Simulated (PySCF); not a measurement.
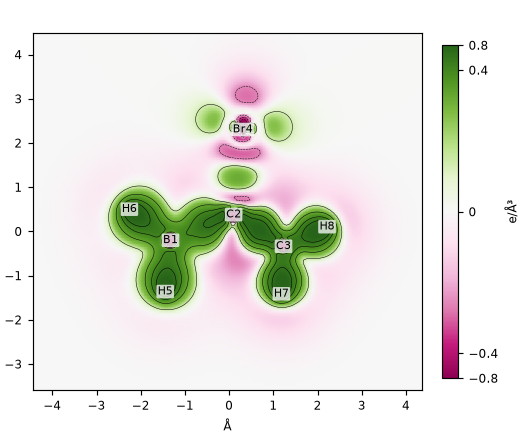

C2H4BBr, SMILES `BC(=C)Br`. Deformation density (molecule less spherical, spin-averaged free atoms) in the molecular plane; colour scale in e/Å³, logarithmic beyond ±0.1; green: gain, pink: loss.

Level of theory: B3LYP/cc-pVTZ (PySCF), at a geometry from GFN2-xTB. No frequency check shows the geometry to be a minimum. GFN2-xTB bond lengths at metals and heavier atoms can be off by up to 0.1 Å and shapes distorted, which carries into these values.

Coordinates in Å:

```
B1      -1.7744    1.3178    0.0000
C2      -1.0140   -0.0243    0.0000
C3      -1.5768   -1.2339    0.0000
Br4      0.9205    0.0235    0.0000
H5      -2.9411    1.2858    0.0000
H6      -1.1990    2.3320    0.0000
H7      -2.6504   -1.3266    0.0000
H8      -1.0106   -2.1527    0.0000
```

**Describe the bonding that the map shows.**

C2–C3: +0.83 e/Å³ at the bond critical point (bond length 1.33 Å, Mayer order 1.7). C3–H8: +0.83 e/Å³ at the bond critical point (bond length 1.08 Å, Mayer order 0.9). C3–H7: +0.82 e/Å³ at the bond critical point (bond length 1.08 Å, Mayer order 0.9). B1–H6: +0.55 e/Å³ at the bond critical point (bond length 1.17 Å, Mayer order 1.0). B1–H5: +0.53 e/Å³ at the bond critical point (bond length 1.17 Å, Mayer order 1.0). B1–C2: +0.43 e/Å³ at the bond critical point (bond length 1.54 Å, Mayer order 1.1). C2–Br4: +0.18 e/Å³ at the bond critical point (bond length 1.94 Å, Mayer order 1.0). In all, 2.0 electrons gather in the regions of gain relative to the promolecule.

**Where do the Hirshfeld charges lie?**

The highest Hirshfeld charge is on B1 (+0.14 e), the lowest on C2 (−0.06 e).

| atom | charge (e) |
| --- | --- |
| B1 | +0.14 |
| C2 | −0.06 |
| C3 | −0.04 |
| Br4 | −0.05 |
| H5 | −0.06 |
| H6 | −0.06 |
| H7 | +0.06 |
| H8 | +0.06 |
